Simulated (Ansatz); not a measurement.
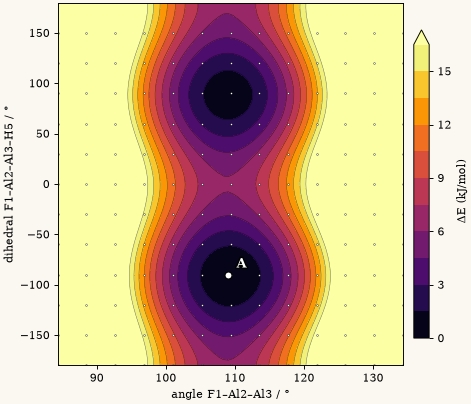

Al₂FH₂S, SMILES [F][Al]([AlH2])[S-], charge −1. Coordinates scanned: (1) angle F1–Al2–Al3; (2) dihedral F1–Al2–Al3–H5. Nothing is relaxed (all other coordinates rigid). The grid has 13 × 12 points. Points are written as (first, second). Energies: kJ/mol, counted from the relaxed molecule at the same level. These are results of Ansatz, RHF/def2-SVPD, not measurements.

In the figure: filled contours, dots at the grid points, one colour for all values above the top of the scale, the point A. Between grid points the surface is interpolated.

Q: What is the easiest way out of the well at A, and how high is the barrier?

A: The easiest path leads from the well at (109.4°, −90°) to the well at (109.4°, 90°), about 0.51 kJ/mol higher (on a rigid scan; wells that are mirror images or exchange like atoms can differ by this much). Its highest point lies about 6.1 kJ/mol above the bottom of the first well on the interpolated surface, at (109.4°, 0°). The start is the relaxed structure and all else is held, so a fully relaxed path at this level can only be lower.

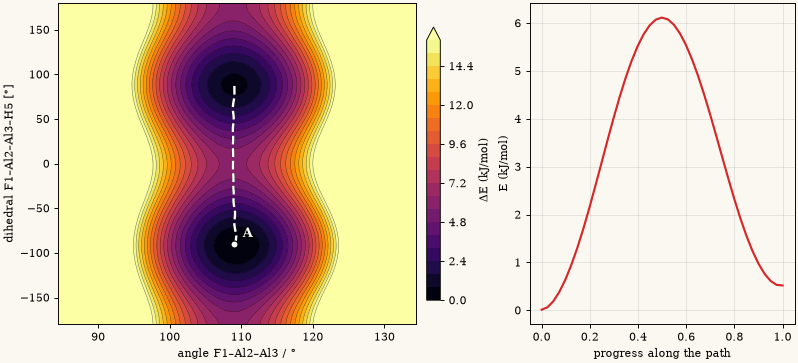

The picture shows filled contours, a line along the lowest path, one colour for all values above the top of the scale, the energy along the path at the right. Between grid points the surface is interpolated.
